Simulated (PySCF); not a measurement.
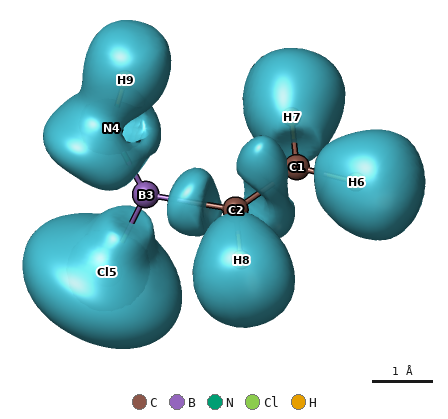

Figure. C2H4BClN (SMILES C=CB([NH])Cl) (doublet). Isosurface of the electron localisation function at 0.75 (cyan), seen across its widest extent. Only the valence region is drawn (cores and ρ < 0.01 e/Å³ removed).

Geometry: GFN2-xTB.

Level of theory: UKS B3LYP, pcH-1 on B C Cl H N, non-relativistic, mean-field spin-orbit, GIAO (PySCF 2.14.0, density-fitted response routines).

```xyz
9

C    -1.1275   -0.8916   -0.1671
C    -0.6105    0.3163   -0.1819
B     0.9795    0.6325   -0.1683
N     1.6753    0.2966    0.8991
Cl    1.5423    1.4254   -1.6050
H    -2.1943   -1.0505   -0.2377
H    -0.5222   -1.7806   -0.1054
H    -1.2211    1.2065   -0.2315
H     1.4920   -0.1487    1.7727
```

### Identify the bonds, lone pairs and shells in this picture.

The ELF exceeds this value in one region between bonded B–C atoms (shared pairs), one region between bonded C–C atoms (shared pairs), three regions around hydrogen nuclei, one region on Cl in which the atom's valence shell and bonds are merged and one joined region spread over several atoms (H, N), in which their bonds and any lone pairs are merged. Profiles from the grid: C–C (1.31 Å): the ELF peaks at about 0.95 between the atoms (a multiple bond). B–N (1.32 Å): the ELF peaks at about 0.90 between the atoms: a polar covalent bond.
